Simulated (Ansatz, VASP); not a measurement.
**AgCl (Chlorargyrite): VASP beside Ansatz**

Aim: how closely do two programs agree when they are given the same cell, functional and k mesh? The cell comes out of the VASP series on this material, whose earlier steps may have relaxed, scaled or displaced it; both programs get it as it stands.

Calculated with Ansatz 0.2.0; plane waves, with VASP 6.6.1 beside it; single point at r2SCAN with rVV10 and band structure at r2SCAN with rVV10.

## (1) The starting structure

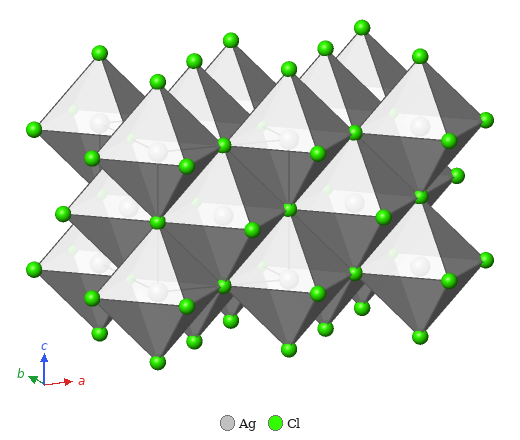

The starting structure, seen slightly off an axis (silver light grey, chlorine green). 2×1×1 cells are drawn. This picture shows the conventional cell, with its axes. Some periodic images of atoms are drawn too.

## (2) VASP: single point, r2SCAN with rVV10

With cell and atoms fixed, the geometry can't cause a difference; cores, projectors, grids and the points listed under the comparison can.

Lines of VASP's logs that name or quote its potential files are left out, and so is its time.

INCAR reads:

```
SYSTEM = AgCl
PREC = Accurate
ENCUT = 400
EDIFF = 1E-06
NELM = 100
ISMEAR = 0
SIGMA = 0.05
LREAL = .FALSE.
ALGO = Normal
METAGGA = R2SCAN
LUSE_VDW = .TRUE.
IVDW_NL = 2
BPARAM = 11.95
CPARAM = 0.0093
LASPH = .TRUE.
NBANDS = 15
LORBIT = 11
LWAVE = .FALSE.
LCHARG = .TRUE.
ISIF = 2
LELF = .TRUE.
LVHAR = .TRUE.
```

POSCAR reads:

```
AgCl
1.0
    0.0000000000      2.7478564130      2.7478564130
    2.7478564130      0.0000000000      2.7478564130
    2.7478564130      2.7478564130      0.0000000000
Ag Cl
1 1
Direct
    0.0000000000      0.0000000000      0.0000000000
    0.5000000000      0.5000000000      0.5000000000
```

KPOINTS reads:

```
Automatic mesh
0
Gamma
7 7 7
0 0 0
```

The projector-augmented-wave data sets are Ag and Cl (PBE family, release 64).

Launch:

```bash
> mpirun -np 2 vasp_std
```

Numbers of over 12 decimals in the logs are rounded to 6 here.

The log of the run:

```text
[banner, memory and clock lines left out]
running    2 mpi-ranks, on    1 nodes
 distrk:  each k-point on    2 cores,    1 groups
 distr:  one band on    1 cores,    2 groups

 POSCAR found type information on POSCAR AgCl
 POSCAR found :  2 types and       2 ions
|                                                                             |
|               ----> ADVICE to this user running VASP <----                  |
|                                                                             |
|     You have switched on vdW-DFT.                                           |
|     This routine was written and supplied by Jiri Klimes. We recommend      |
|     that you carefully read and cite the following publications:            |
|       J. Klimes, D.R. Bowler, A. Michelides                                 |
|          J. Phys.: Cond Matt. 22 022201 (2010)                              |
|       J. Klimes, D.R. Bowler, A. Michelides                                 |
|          Phys. Rev. B. 83, 195131 (2011)                                    |
|     and references therein.                                                 |
|                                                                             |

|                                                                             |
|               ----> ADVICE to this user running VASP <----                  |
|                                                                             |
|     You enforced a specific xc type in the INCAR file but a different       |
|     [... a line on the potential file left out ...]
|     I HOPE YOU KNOW WHAT YOU ARE DOING!                                     |
|                                                                             |

 LDA part: xc-table for (None), standard interpolation
|                                                                             |
|           W    W    AA    RRRRR   N    N  II  N    N   GGGG   !!!           |
|           W    W   A  A   R    R  NN   N  II  NN   N  G    G  !!!           |
|           W    W  A    A  R    R  N N  N  II  N N  N  G       !!!           |
|           W WW W  AAAAAA  RRRRR   N  N N  II  N  N N  G  GGG   !            |
|           WW  WW  A    A  R   R   N   NN  II  N   NN  G    G                |
|           W    W  A    A  R    R  N    N  II  N    N   GGGG   !!!           |
|                                                                             |
|     The number of bands has been changed from the values supplied in        |
|     The orbitals not found in the WAVECAR file will be initialized with     |
|     random numbers, which is usually adequate. For correlated               |
|     calculations, however, you should redo the groundstate calculation.     |
|     I found NBANDS = 15. Now, NBANDS = 16.                                  |
|                                                                             |

 POSCAR, INCAR and KPOINTS ok, starting setup
 FFT: planning ... GRIDC
 FFT: planning ... GRID_SOFT
 FFT: planning ... GRID
 WAVECAR not read
 entering main loop
       N       E                     dE             d eps       ncg     rms          rms(c)
Total rVV10 correction in eV:      0.5283850    21.5737324
DAV:   1     0.588769113915E+02    0.58877E+02   -0.74559E+03   656   0.830E+02
DAV:   2    -0.302641601550E+02   -0.89141E+02   -0.82811E+02   832   0.202E+02
DAV:   3    -0.331480231120E+02   -0.28839E+01   -0.28787E+01   768   0.387E+01
DAV:   4    -0.331674250072E+02   -0.19402E-01   -0.19400E-01   808   0.346E+00
DAV:   5    -0.331677039005E+02   -0.27889E-03   -0.27889E-03   792   0.398E-01    0.707E+00
Total rVV10 correction in eV:      0.5277103    21.5737320
DAV:   6    -0.281633603180E+02    0.50043E+01   -0.36599E+00   656   0.198E+01    0.632E+00
Total rVV10 correction in eV:      0.5332107    21.5737320
DAV:   7    -0.281031815963E+02    0.60179E-01   -0.17023E-01   728   0.415E+00    0.401E+00
Total rVV10 correction in eV:      0.5416716    21.5737320
DAV:   8    -0.280914564726E+02    0.11725E-01   -0.11354E-01   696   0.379E+00    0.805E-01
Total rVV10 correction in eV:      0.5438892    21.5737320
DAV:   9    -0.280925544356E+02   -0.10980E-02   -0.41001E-03   832   0.667E-01    0.393E-01
Total rVV10 correction in eV:      0.5432937    21.5737320
DAV:  10    -0.280918836685E+02    0.67077E-03   -0.16272E-03   736   0.438E-01    0.122E-01
Total rVV10 correction in eV:      0.5429686    21.5737320
DAV:  11    -0.280918543042E+02    0.29364E-04   -0.50036E-04   824   0.178E-01    0.379E-02
Total rVV10 correction in eV:      0.5429920    21.5737320
DAV:  12    -0.280918519052E+02    0.23991E-05   -0.12371E-05   768   0.362E-02    0.224E-02
Total rVV10 correction in eV:      0.5431117    21.5737320
DAV:  13    -0.280918514645E+02    0.44070E-06   -0.19245E-05   720   0.476E-02    0.606E-03
Total rVV10 correction in eV:      0.5430970    21.5737320
DAV:  14    -0.280918512671E+02    0.19738E-06   -0.73854E-07   384   0.978E-03
Total rVV10 correction in eV:      0.5430848    21.5737320
Total rVV10 correction in eV:      0.5430915    21.5737320
   1 F= -.28091851E+02 E0= -.28091851E+02  d E =-.602996E-15
```

From OUTCAR (step 2):

```text
ion  position               nearest neighbor table
   1  0.000  0.000  0.000-   2 2.75   2 2.75   2 2.75   2 2.75   2 2.75   2 2.75
   2  0.500  0.500  0.500-   1 2.75   1 2.75   1 2.75   1 2.75   1 2.75   1 2.75

  LATTYP: Found a face centered cubic cell.
 ALAT       =     5.4957128260

 Subroutine GETGRP returns: Found 48 space group operations
 (whereof 48 operations were pure point group operations)

The static configuration has the point symmetry O_h .

 Found     20 irreducible k-points:

   k-points           NKPTS =     20   k-points in BZ     NKDIM =     20   number of bands    NBANDS=     16

   dimension x,y,z NGX =    28 NGY =   28 NGZ =   28
   dimension x,y,z NGXF=    56 NGYF=   56 NGZF=   56

   ENCUT  =  400.0 eV  29.40 Ry    5.42 a.u.   6.34  6.34  6.34*2*pi/ulx,y,z

   NELECT =      18.0000    total number of electrons

 k-points in reciprocal lattice and weights: Automatic mesh
   0.00000000  0.00000000  0.00000000       0.003
   0.14285714  0.00000000  0.00000000       0.023
   0.28571429  0.00000000  0.00000000       0.023
   0.42857143  0.00000000  0.00000000       0.023
   0.14285714  0.14285714  0.00000000       0.017
   0.28571429  0.14285714  0.00000000       0.070
   0.42857143  0.14285714  0.00000000       0.070
  -0.42857143  0.14285714  0.00000000       0.070
  -0.28571429  0.14285714  0.00000000       0.070
[...]
-0.42857143  0.42857143  0.14285714       0.070
  -0.28571429  0.42857143  0.14285714       0.070

 average (electrostatic) potential at core
       1 -77.8811       2 -94.6236

 E-fermi :   4.0774

 k-point     1 :       0.0000    0.0000    0.0000
  band No.  band energies     occupation
    ...
      5       1.3386      2.00000
      6       1.3386      2.00000
      7       1.3386      2.00000
      8       1.3920      2.00000
      9       1.3920      2.00000
     10       5.2545      0.00000
     11      15.1731      0.00000
     12      15.1731      0.00000
     13      15.1731      0.00000
     14      16.5026      0.00000
    ...

 k-point     2 :       0.1429    0.0000    0.0000
  band No.  band energies     occupation
    ...
      5       1.4130      2.00000
      6       1.4130      2.00000
      7       1.6510      2.00000
      8       2.3372      2.00000
      9       2.3372      2.00000
     10       6.1429      0.00000
     11      13.5139      0.00000
     12      14.7821      0.00000
     13      14.7821      0.00000
     14      16.5391      0.00000
    ...

 k-point     3 :       0.2857    0.0000    0.0000
  band No.  band energies     occupation
    ...
      5       1.5745      2.00000
      6       1.5745      2.00000
      7       1.8565      2.00000
      8       3.2377      2.00000
      9       3.2377      2.00000
     10       7.6543      0.00000
     11      11.7951      0.00000
     12      13.2668      0.00000
     13      13.2668      0.00000
     14      16.9671      0.00000
    ...

  Total       -0.0152461     -0.0152461     -0.0152461      0.0000000      0.0000000     -0.0000000
  in kB       -0.5886491     -0.5886491     -0.5886491      0.0000000      0.0000000     -0.0000000
  external PRESSURE =      -0.5886491 kB  Pullay stress =       0.0000000 kB

  energy-cutoff  :      400.00
  volume of cell :       41.50
      direct lattice vectors                 reciprocal lattice vectors
     0.000000000  2.747856413  2.747856413    -0.181960017  0.181960017  0.181960017
     2.747856413  0.000000000  2.747856413     0.181960017 -0.181960017  0.181960017
     2.747856413  2.747856413  0.000000000     0.181960017  0.181960017 -0.181960017

 POSITION                                       TOTAL-FORCE (eV/Angst)
 -----------------------------------------------------------------------------------
      0.00000      0.00000      0.00000        -0.000000      0.000000      0.000000
      2.74786      2.74786      2.74786         0.000000     -0.000000     -0.000000
 -----------------------------------------------------------------------------------
    total drift:                                0.000000      0.000000      0.000000

  FREE ENERGIE OF THE ION-ELECTRON SYSTEM (eV)
  ---------------------------------------------------
  free  energy   TOTEN  =       -28.0918512671 eV

  energy  without entropy=      -28.0918512671  energy(sigma->0) =      -28.09185127

 total charge
# of ion       s       p       d       tot
------------------------------------------
    1        0.200   0.143   9.387   9.729
    2        1.609   3.511   0.000   5.119
--------------------------------------------------
tot          1.809   3.653   9.387  14.849

[... 3 further parts left out ...]
```

The run ends at a pressure of -0.06 GPa.

## (3) Ansatz: single point, r2SCAN with rVV10

Ansatz runs on its default PAW (the set named soft_2) files.

The same cell, functional, mesh and smearing now go to Ansatz, which takes its cutoff from its data sets.

input.yaml reads:

```yaml
crystal:
  lattice:
    - [0.0, 2.747856413, 2.747856413]
    - [2.747856413, 0.0, 2.747856413]
    - [2.747856413, 2.747856413, 0.0]
  atoms:
    - { symbol: Ag, position: [0.0, 0.0, 0.0] }
    - { symbol: Cl, position: [0.5, 0.5, 0.5] }
hamiltonian:
  xc: r2scan
  pseudopotentials: { kind: paw }
  dispersion: rvv10
kpoints:
  mp_grid: { grid: [7, 7, 7] }
scf:
  occupations: { method: gaussian, width: 0.05 }
  n_extra_bands: 4
output:
  forces: true
  stress: true
  eigenvalues: true
```

Launch:

```bash
> ansatz run input.yaml --threads 2 --pin off --max-ram 4608MiB --backend cpu --events-out ev --progress --plain --runs-dir out
```

The log of the run:

```text
scf.n_extra_bands = 4 over 13 filled bands (N_el = 26.0): the run solves 17 bands
Engine: ansatz 0.2.0, aarch64-unknown-linux-gnu
Pseudopotentials: kind: paw
Pseudopotential: Ag, paw, valence charge 19, recommended cutoff 500 eV (meta_gga), Ag.paw.azcp
Pseudopotential: Cl, paw, valence charge 7, recommended cutoff 500 eV (meta_gga), Cl.paw.azcp
Functional definition: r2SCAN+rVV10
  parameter k0 = 0.174
  parameter k1 = 0.065
  parameter a1 = 4.9479
  exchange = r2scan_x(k0 = k0, k1 = k1, a1 = a1)
  correlation = r2scan_c + rvv10(11.95, 0.0093)
Crystal: 2 atoms, lattice volume = 41.497 Å³
Basis set: ecut = 500 eV, 1067 PW (Γ), exchange–correlation on 128×128×128 points (64 copies of the dense FFT grid, shifted against one another)
Bands: 17, of which v1, the nominal top of the filled ones, is band 13 counted from 1 (12 counted from 0)
Symmetry: 48 space group operations
Space group: Fm-3m (ITA 225), of the structure as read, at distance tolerance 3.5e-5 Å
k-points: 20 of 343
Non-local potential: Ag, projectors of the file, l = 0: 3, l = 1: 2, l = 2: 2, l = 3: 1
Non-local potential: Cl, projectors of the file, l = 0: 2, l = 1: 2, l = 2: 2
PAW form: soft (Blöchl's): semilocal exchange-correlation on the pseudo side does not see the compensation charge
rVV10 density: all electrons in the spheres
PAW frozen core: Ag, regenerated for the run's functional (the file was generated under x = pbe(κ = 0.804, μ = 0.219515), c = pbe(β = 0.066725))
PAW frozen core: Cl, regenerated for the run's functional (the file was generated under x = pbe(κ = 0.804, μ = 0.219515), c = pbe(β = 0.066725))
PAW one-centre angular grid: Ag, 590 points (default); XC on 160 Gauss nodes
PAW one-centre angular grid: Cl, 302 points (default); XC on 160 Gauss nodes
Initial density: superposition of atomic densities (neutral atoms: chi_scale 0, normalization atom), corrected by the library's trained network
Initial wavefunctions: pseudopotential atomic-orbital guess
Functional: x = r2scan, c = r2scan + rvv10(b = 11.95, C = 0.0093); τ floored in thin density (d = 2e-4 eV/Å³)
SCF iter   1: F=—  HF=-8686.333579 eV  |F-HF|=—  |Δ(HF+E_count)|=         —  Δρ=7.25e-3  dr2=1.48e-2  dr2_τ=5.42e-3  ethr=1.77e-3  ⟨swp⟩=5.7  Hψ=1680  notcnv=0
preconditioner: auto → none  [insulator: Δε(μ)=1.518 eV  Ē_g=11.765 eV  σ=0.050 eV  W_gap=1.00  n_scr=14 (ndim 8)  ℏωp=24.5 eV  f_vac=0.028  D(μ)=0.00/eV (n_scr^D=0)  ε∞_Penn≈5.3]
SCF iter   2: F=—  HF=-8686.336308 eV  |F-HF|=—  |Δ(HF+E_count)|=   2.73e-3  Δρ=3.99e-3  dr2=3.01e-3  dr2_τ=6.98e-4  ethr=5.68e-5  ⟨swp⟩=2.0  Hψ=682  notcnv=0
SCF iter   3: F=—  HF=-8686.336009 eV  |F-HF|=—  |Δ(HF+E_count)|=   2.99e-4  Δρ=1.93e-3  dr2=6.06e-4  dr2_τ=7.13e-5  ethr=1.16e-5  ⟨swp⟩=2.4  Hψ=507  notcnv=0
SCF iter   4: F=—  HF=-8686.336104 eV  |F-HF|=—  |Δ(HF+E_count)|=   9.43e-5  Δρ=7.21e-4  dr2=8.90e-5  dr2_τ=1.58e-5  ethr=2.33e-6  ⟨swp⟩=1.0  Hψ=340  notcnv=0
SCF iter   5: F=—  HF=-8686.336126 eV  |F-HF|=—  |Δ(HF+E_count)|=   2.24e-5  Δρ=1.36e-4  dr2=4.49e-6  dr2_τ=4.58e-7  ethr=3.42e-7  ⟨swp⟩=1.1  Hψ=343  notcnv=0
SCF iter   6: F=-8686.336127 eV  HF=-8686.336127 eV  |F-HF|=2.83e-8  |Δ(HF+E_count)|=   5.12e-7  Δρ=1.74e-5  dr2=5.69e-8  dr2_τ=1.08e-8  ethr=3.85e-10  ⟨swp⟩=4.1  Hψ=1614  notcnv=0
SCF 1 converged in 6 iterations: F = -8686.336127 eV  dr2 = 5.69e-8
  greatest PAW one-centre occupation: 1.003 electrons in one spin orbital (limit 2), on the Ag atom at site 0 (counted from 0), in its partial waves of l = 1
SCF converged after 6 iterations
Free energy (F): -8686.336127 eV
Harris-Foulkes:  -8686.336127 eV  (|F-HF|=2.83e-8)
Internal energy: -8686.336127 eV  (E = F + TS)
E sigma→0 (E₀):  -8686.336127 eV
Fermi energy:    8.929942 eV
--- Per-component energies (eV) ---
  E_band       = -373.178519
  E_kinetic    = 689.755330
  E_local      = -3171.999956  (includes V_loc(G=0)·N_el)
  E_nonlocal   = 114.040169
  E_hartree    = 1395.878833
  E_xc         = -278.226902
  E_vxc        = -393.777200  (∫ρ·V_xc dr)
  E_paw        = -4592.706940  (= ΣΔE_a)
  E_vpaw       = -428.402436  (= ΣTr[D̂ρ^β])
  E_aug_tail   = 0.000086  (compensation charges beyond the density's cutoff)
  E_vtau       = 25.451352  (kinetic-family band-sum trace: ∫τ·v_τ [+ j·A + Jᵃ·Aᵃ] dr)
  E_ewald      = -2842.431030
  E_core_change = -0.645718  (= ΣΔE_core)
  E_smearing   = -0.000000  (= −TS)
  E_closure    = -0.000000  (closes the sum)
  Σ components = -8686.336127   (vs F -8686.336127, Δ=0.00e0)
--- Forces (eV/Å), atoms counted from 1 ---
  atom   1  Ag    -0.00000000     0.00000000    -0.00000000
  atom   2  Cl     0.00000000    -0.00000000    -0.00000000
  max |Σ_I F_I| component: 2.50e-30 eV/Å
--- Stress (GPa, compression-positive) ---
        0.104330       0.000000      -0.000000
        0.000000       0.104330       0.000000
       -0.000000       0.000000       0.104330
  P = ⅓ Tr σ = 0.1043 GPa (1.043 kbar)
--- Band table (eV; the first three rows and the last of 20) ---
  k-point 0: bands = [... 9 lower, 5.7256, 5.7256, 5.7448, 5.7448, 9.6759, 19.3963, 19.3963, 19.3963]
  k-point 1: bands = [... 9 lower, 5.7602, 6.0107, 6.7124, 6.7124, 10.5634, 17.8333, 19.0512, 19.0512]
  k-point 2: bands = [... 9 lower, 5.9198, 6.2100, 7.6091, 7.6091, 12.0719, 16.1668, 17.5904, 17.5904]
  k-point 19: bands = [... 9 lower, 6.1232, 6.2894, 6.4537, 7.2012, 13.0054, 15.8915, 16.6653, 17.6406]
```

Elapsed: 5.6 s, on 2 threads of Arm Neoverse N1, shared host; peak memory 0.44 GiB; 7.4 s of CPU time.

The column dr2 measures how far the density is from self-consistency, as an energy; F and HF (Harris–Foulkes) agree once it is small.

The run ends at a pressure of 0.10 GPa.

## (4) Differences

Known differences besides the PAW data sets themselves: VASP keeps PBE cores, Ansatz makes them for the functional; the data sets hold 26 valence electrons in Ansatz (default PAW (the set named soft_2) files) and 18 in VASP; the cutoff is 500 eV in Ansatz and 400 eV in VASP. Total energies have different zeros and are not compared.

Both answers:

```
              quantity  Ansatz   VASP  difference
        pressure (GPa)    0.10  -0.06       +0.16
gap on the k mesh (eV)   1.497  1.444      +0.053
```

Ansatz's pressure holds a Pulay correction of 0.05 GPa; VASP's holds none.

## (5) Ansatz: band structure, r2SCAN with rVV10

The same path points are solved in both programs, so levels can be compared one by one.

The cell comes out of the VASP series on this material, whose earlier steps may have relaxed, scaled or displaced it; both programs get it as it stands.

input.yaml, the sections that differ from step 3:

```yaml
kpoints:
  mp_grid: { grid: [7, 7, 7] }
  band_path:
    path:
      - [0.0, 0.0, 0.0]
      - [0.16667, 0.0, 0.16667]
      - [0.33333, 0.0, 0.33333]
      - [0.5, 0.0, 0.5]
      - [0.5, 0.08333, 0.58333]
      - [0.5, 0.18333, 0.68333]
      - [0.5, 0.25, 0.75]
      - [0.45, 0.3, 0.75]
      - [0.40833, 0.34167, 0.75]
      - [0.35, 0.35, 0.7]
      - [0.225, 0.225, 0.45]
      - [0.075, 0.075, 0.15]
      - [0.03333, 0.03333, 0.03333]
      - [0.23333, 0.23333, 0.23333]
      - [0.4, 0.4, 0.4]
      - [0.5, 0.5, 0.5]
      - [0.51667, 0.46667, 0.51667]
      - [0.55833, 0.38333, 0.55833]
      - [0.60833, 0.28333, 0.60833]
      - [0.60833, 0.25, 0.64167]
      - [0.55833, 0.25, 0.69167]
      - [0.51667, 0.25, 0.73333]
      - [0.5, 0.3, 0.7]
      - [0.5, 0.38333, 0.61667]
      - [0.5, 0.48333, 0.51667]
      - [0.475, 0.475, 0.55]
      - [0.425, 0.425, 0.65]
      - [0.38333, 0.38333, 0.73333]
      - [0.59167, 0.18333, 0.59167]
      - [0.55, 0.1, 0.55]
      - [0.5, 0.0, 0.5]
    npoints: 1
scf:
  occupations: { method: gaussian, width: 0.05 }
  n_extra_bands: 7
# crystal, hamiltonian, output: as in step 3
```

The log of the run:

```text
[...]
Crystal: 2 atoms, lattice volume = 41.497 Å³
Basis set: ecut = 500 eV, 1067 PW (Γ), exchange–correlation on 128×128×128 points (64 copies of the dense FFT grid, shifted against one another)
Bands: 20, of which v1, the nominal top of the filled ones, is band 13 counted from 1 (12 counted from 0)
Symmetry: 48 space group operations
[...]
k-points: 20 of 343
[...]
k-point 0: bands = [... 9 lower, 5.7256, 5.7256, 5.7448, 5.7448, 9.6759, 19.3963, 19.3963, 19.3963, ... 3 higher]
  k-point 1: bands = [... 9 lower, 5.7602, 6.0107, 6.7124, 6.7124, 10.5634, 17.8333, 19.0512, 19.0512, ... 3 higher]
  k-point 2: bands = [... 9 lower, 5.9198, 6.2100, 7.6091, 7.6091, 12.0719, 16.1668, 17.5904, 17.5904, ... 3 higher]
  k-point 19: bands = [... 9 lower, 6.1232, 6.2894, 6.4537, 7.2012, 13.0054, 15.8915, 16.6653, 17.6406, ... 3 higher]
[key lines of the parts left out:]
SCF converged after 6 iterations
Free energy (F): -8686.336127 eV
Fermi energy:    8.929952 eV
P = ⅓ Tr σ = 0.1043 GPa (1.043 kbar)
```

Elapsed: 7.8 s, on 2 threads; peak memory 0.44 GiB.

[end of part 1 of 2]

[Lines on the potential files, build, host, timing and source positions are cut from VASP's logs without a mark.]

[Logs are printed without paths, hosts, clocks, repeated set-up lines and the standing remarks that a program may print on its own settings, such as how far it seeks lower states.]

[Hosts, paths, dates, database ids (printed as entryN), source tags and the programs' standing remarks are cut or masked in the printed files.]
